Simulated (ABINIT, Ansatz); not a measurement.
# A GW chain in ABINIT: Rb2LiAlF6 (Fm-3m), part 3 of 3

Wanted: ground state, empty states, screening and self-energy for Rb2LiAlF6 (Fm-3m).

ABINIT 10.8.3; PBEsol and many-body steps on it, plane waves. Known limits of the many-body steps: not at the basis limit; no spin-orbit coupling; coarse k mesh.

So far. Step 4 (Empty states on the mesh, 2×2×2 mesh, 283 bands): On this mesh the gap is 7.106 eV. Step 5 (Screening, 2×2×2 mesh, 259 bands, screening to 176.9 eV): Local fields lower ε∞ by 9 %. On a Γ-centred mesh this coarse the value itself is usually too large, while a short band sum pulls it down.

## 6. Self-energy, 2×2×2 mesh, 259 bands, screening to 176.9 eV

The self-energy is evaluated for the states that the input lists, and the levels follow from it, in one-shot runs by the linearised quasiparticle equation.

This step: G0W0 on PBEsol, plane waves, norm-conserving pseudopotentials.

run.abi

```
acell 3*1.0 Angstrom
rprim 
  0.000000000000 4.113943000000 4.113943000000
  4.113943000000 0.000000000000 4.113943000000
  4.113943000000 4.113943000000 -0.000000000000
ntypat 4
znucl 37 3 13 9
natom 10
typat 1 1 2 3 4 4 4 4 4 4
xred 
  0.750000000000 0.750000000000 0.750000000000
  0.250000000000 0.250000000000 0.250000000000
  0.500000000000 0.500000000000 0.500000000000
  0.000000000000 0.000000000000 0.000000000000
  0.774175000000 0.225825000000 0.225825000000
  0.225825000000 0.225825000000 0.774175000000
  0.225825000000 0.774175000000 0.774175000000
  0.225825000000 0.774175000000 0.225825000000
  0.774175000000 0.225825000000 0.774175000000
  0.774175000000 0.774175000000 0.225825000000
pp_dirpath "pseudos"
pseudos "Rb.upf, Li.upf, Al.upf, F.upf"
ecut 36
ngkpt 2 2 2
nshiftk 1
shiftk 0 0 0
kptopt 1
chksymbreak 0
istwfk *1
occopt 1
irdwfk 1
optdriver 4
nband 259
gwcalctyp 0
ecutsigx 36
symsigma 1
nkptgw 1
kptgw 
  0.0000000000 0.0000000000 0.0000000000
bdgw 
  31 37
ecuteps 6.5
irdscr 1
ppmodel 1
indata_prefix "in"
outdata_prefix "out"
tmpdata_prefix "tmp"
```

Started as:

```
$ OMP_NUM_THREADS=1 mpirun -n 4 abinit run.abi > log
```

Numbers of over 12 decimals in the logs are rounded to 6 here.

Log:

```text
.Version 10.8.3 of ABINIT. v10.8.2 released Aug 2026.

 Symmetries : space group Fm -3 m (#225); Bravais cF (face-center cubic)
[... echo of the input left out ...]
== DATASET  1 ==================================================================
-   mpi_nproc: 4, omp_nthreads: 1 (-1 if OMP is not activated)

--- !DatasetInfo
iteration_state: {dtset: 1, }
dimensions: {natom: 10, nkpt: 3, mband: 259, nsppol: 1, nspinor: 1, nspden: 1, mpw: 9756, }
cutoff_energies: {ecut:  36.0, pawecutdg:  -1.0, }
electrons: {nelect:   6.60000000E+01, charge:   0.00000000E+00, occopt:   1.00000000E+00, tsmear:   1.00000000E-02, }

 SIGMA: Calculation of the GW corrections

 Based on a program developped by R.W. Godby, V. Olevano, G. Onida, and L. Reining.
 Incorporated in ABINIT by V. Olevano, G.-M. Rignanese, and M. Torrent.
.Using double precision arithmetic ; gwpc =  8

[... cell and pseudopotentials left out ...]
--------------------------------------------------------------------------------

 ==== K-mesh for the wavefunctions ====
 Number of points in the irreducible wedge :     3
[... list of points left out ...]
 Together with 48 symmetry operations and time-reversal symmetry
 yields     8 points in the full Brillouin Zone.

 ==== Q-mesh for screening function ====
 Number of points in the irreducible wedge :     3
[... list of points left out ...]
 Together with 48 symmetry operations and time-reversal symmetry
 yields     8 points in the full Brillouin Zone.

 vcoul_init : cutoff-mode = AUXILIARY_FUNCTION
 q-points for optical limit:   1
     1)      0.000010    0.000020    0.000030
 setmesh: FFT mesh size selected  =    60x   60x   60
          total number of points  =       216000

 Number of electrons calculated from density =   66.0000; Expected =   66.0000
 average of density, n =  0.070233
 r_s =    1.5036
 omega_plasma =   25.5639 [eV]

 === KS Band Gaps ===
  >>>> For spin  1
   Minimum direct gap =   7.1057 [eV], located at k-point      :   0.0000  0.0000  0.0000
   Fundamental gap    =   7.1057 [eV], Top of valence bands at :   0.0000  0.0000  0.0000
                                       Bottom of conduction at :   0.0000  0.0000  0.0000
 SIGMA fundamental parameters:
 PLASMON POLE MODEL  1
 number of plane-waves for SigmaX                 9721
 number of plane-waves for SigmaC and W            725
 number of plane-waves for wavefunctions          9721
 number of bands                                   259
 number of independent spin polarizations            1
 number of spinorial components                      1
 number of k-points in IBZ                           3
 number of q-points in IBZ                           3
 number of symmetry operations                      48
 number of k-points in BZ                            8
 number of q-points in BZ                            8
 number of frequencies for dSigma/dE                 9
 frequency step for dSigma/dE [eV]                0.25
 number of omega for Sigma on real axis              0
 max omega for Sigma on real axis  [eV]           0.00
 zcut for avoiding poles [eV]                     0.10

 EPSILON^-1 parameters (SCR file):
 dimension of the eps^-1 matrix on file            725
 dimension of the eps^-1 matrix used               725
 number of plane-waves for wavefunctions          9721
 number of bands                                   259
 number of q-points in IBZ                           3
 number of frequencies                               2
 number of real frequencies                          1
 number of imag frequencies                          1

 matrix elements of self-energy operator (all in [eV])

 Perturbative Calculation

--- !SelfEnergy_ee
iteration_state: {dtset: 1, }
kpoint     : [   0.000,    0.000,    0.000, ]
spin       : 1
KS_gap     :    7.106
QP_gap     :   10.781
Delta_QP_KS:    3.675
data: !SigmaeeData |
     Band     E0 <VxcDFT>   SigX SigC(E0)      Z dSigC/dE  Sig(E)    E-E0       E
       31  -0.981 -22.664 -30.111   5.009   0.819  -0.221 -24.661  -1.997  -2.978
       32  -0.981 -22.664 -30.111   5.009   0.819  -0.221 -24.661  -1.997  -2.978
       33  -0.981 -22.664 -30.111   5.009   0.819  -0.221 -24.661  -1.997  -2.978
       34   6.125 -10.242  -5.547  -2.817   0.893  -0.119  -8.564   1.678   7.803
       35   8.752  -9.683  -4.677  -2.860   0.896  -0.117  -7.761   1.923  10.675
       36   8.752  -9.683  -4.677  -2.860   0.896  -0.117  -7.761   1.923  10.675
       37   8.752  -9.683  -4.677  -2.860   0.896  -0.117  -7.761   1.923  10.675

== END DATASET(S) ==============================================================
================================================================================

 -outvars: echo values of variables after computation  --------
           etotal      0.0000000000E+00
            nband         259
             nkpt           3
          spgroup         225
 [... the other variables as echoed above ...]

 Calculation completed.
```

Wall time 39 s (4 MPI ranks of Arm Neoverse V1, shared host); peak memory 2.2 GiB.

This step gave:

```
G0W0 gap on the points computed              : 10.78 eV
starting gap on the mesh                     : 7.106 eV
k of the valence top                         : 0, 0, 0
k of the conduction bottom                   : 0, 0, 0
Z at the valence top                         : 0.819
Z at the conduction bottom                   : 0.893
least direct G0W0 gap on the computed points : 10.78 eV
```

The gap on the mesh goes from 7.11 eV to 10.78 eV, a correction of +3.68 eV.

Limits: finite bands, cutoff and mesh; no spin-orbit coupling; coarse k mesh. v1 is the top filled band, c1 the lowest empty one. The levels before and after the correction (eV, zero at the valence-band top of each column):

```tsv
	conduction bottom	valence top
Kohn-Sham	7.11	0.00
G0W0	10.78	0.00
```

```tsv
	level	energy (eV)
Kohn-Sham	Γ v3-v1	0.000
Kohn-Sham	Γ c1	7.106
Kohn-Sham	Γ c2-c4	9.733
G0W0	Γ v3-v1	0.000
G0W0	Γ c1	10.781
G0W0	Γ c2-c4	13.653
```

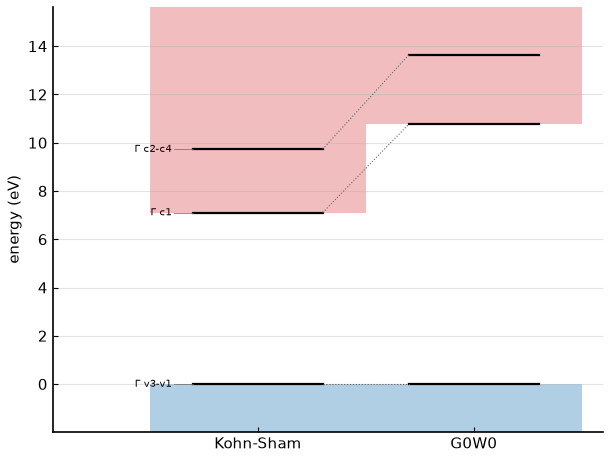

Levels before and after the correction. Shaded: valence and conduction bands.

## 7. Where the time went

Times are wall times on 4 MPI ranks of Arm Neoverse V1, shared host, good to a factor of about two.

```tsv
step	time	share	memory (GiB)
ground state	54 s	11 %	0.49
bands along the symmetry lines	86 s	18 %	0.49
empty states on the mesh	3.2 min	40 %	0.49
screening	1.9 min	24 %	2.5
self-energy	39 s	8 %	2.2
```

## 8. Summary of results

- PBEsol gap: 7.11 eV, direct
- G0W0 gap on the mesh: 10.78 eV
- GW settings: 2×2×2 mesh, 259 bands, screening to 176.9 eV, Godby-Needs plasmon pole
- known limits: not at the basis limit; no spin-orbit coupling; coarse k mesh

In words: G0W0 moves the gap on the mesh from 7.11 eV to 10.78 eV (+3.68 eV), with Z of 0.82 and 0.89 at the edges. Local fields lower the RPA ε∞ on this mesh from 2.29 to 2.09; a Γ-centred mesh this coarse tends to raise both, most where the direct gap is narrow, while a short band sum lowers them. Only 1 of the mesh's irreducible points was corrected, so a valley elsewhere could overtake. The dearest step here is «empty states on the mesh». Bands and cutoff are finite, so the gap is not at the basis limit. The miss can reach some tenths of an eV and take either sign; the mesh is an error of its own. In the G0W0 run levels were corrected at 1 k point alone, so a gap called «on the mesh» is the least over those, and an edge elsewhere would be missed. The 2×2×2 mesh is coarse for this cell, which bears on the long-range parts of exchange and screening. The many-body steps are scalar-relativistic: spin-orbit coupling is not in them.

[Paths, hosts, dates, memory and timing lines, banners, echoed tables and standing remarks are left out of the program output.]

[Logs are printed without paths, hosts, clocks, repeated set-up lines and the standing remarks that a program may print on its own settings, such as how far it seeks lower states.]

[Runs of the session that timed out or met a known fault of the program may be left out.]

[Hosts, paths, dates, database ids (printed as entryN), source tags and the programs' standing remarks are cut or masked in the printed files.]

[G0W0 gaps are taken among the corrected bands and points alone; a level outside them can change the order at an edge.]

[Where Ansatz stands beside ABINIT at settings called matched, ABINIT's density can come from a denser mesh and the files from another edition; pairs whose starting gaps differed by over 0.03 eV were left out, so agreement reads better than it is.]
